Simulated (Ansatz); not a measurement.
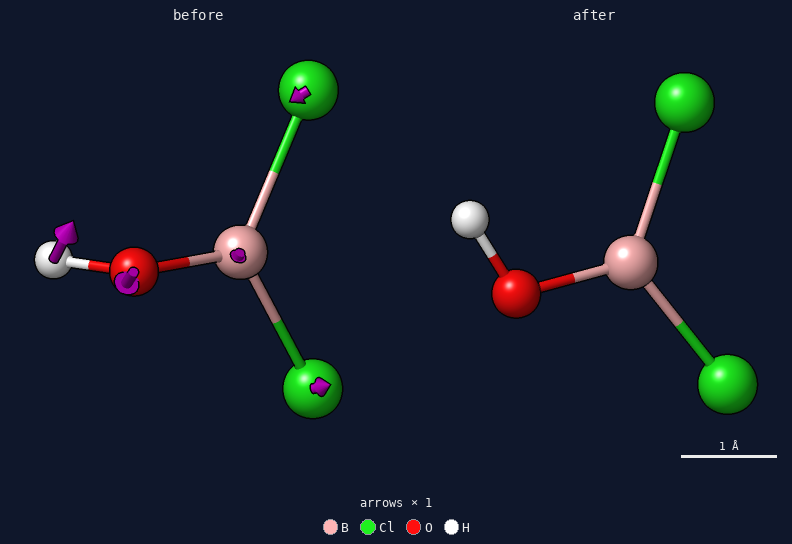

The structure of BHOCl2 before (left) and after (right) a relaxation, at one scale. The purple arrows give the displacements, at their true length.

The picture is a ball-and-stick view, seen at a tilt.

The run prepares the start of a later molecular dynamics calculation, from a guessed geometry.

Level of theory: Ansatz, RKS PBE-D4/def2-SVP.

Input file:
```yaml
crystal:
  periodic: [false, false, false]
  atoms:
    - { symbol: B, position_ang: [0.0, 0.0, 0.0] }
    - { symbol: Cl, position_ang: [0.0, 0.0, 1.86] }
    - { symbol: O, position_ang: [1.2211, 0.0, -0.705] }
    - { symbol: H, position_ang: [1.5209, -0.9519, -0.8599] }
    - { symbol: Cl, position_ang: [-1.6108, 0.0, -0.93] }
basis:
  gaussian: { orbitals: def2-SVP }
hamiltonian:
  xc: pbe
  dispersion: d4
relax:
  f_tol: 0.02
  max_steps: 40
```

Launched with:
```bash
ansatz run input.yaml --threads 1 --pin off --max-ram 2048MiB --backend cpu --events-out ev --progress --plain --runs-dir out
```

**What changed between the two?**

The largest move after the best rigid fit is that of H4, 0.63 Å. Largest moves by element: H 0.63 Å, O 0.52 Å, Cl 0.25 Å, B 0.18 Å. Near-neighbour distances that change, for instance: B1–Cl5 1.860 → 1.760 Å, B1–Cl2 1.860 → 1.777 Å, B1–O3 1.410 → 1.352 Å, O3–H4 1.010 → 0.975 Å. Bond angles that change, for instance: B1–O3–H4 109.5° → 112.2°. Groups turn about B1–O3 by about 90°. After 8 accepted moves (9 points after the start) the energy has fallen by 68.4 kJ/mol. The largest force component goes from 1.8 to 0.013 eV/Å. The line search rejected the trial step at point 8 of the run.
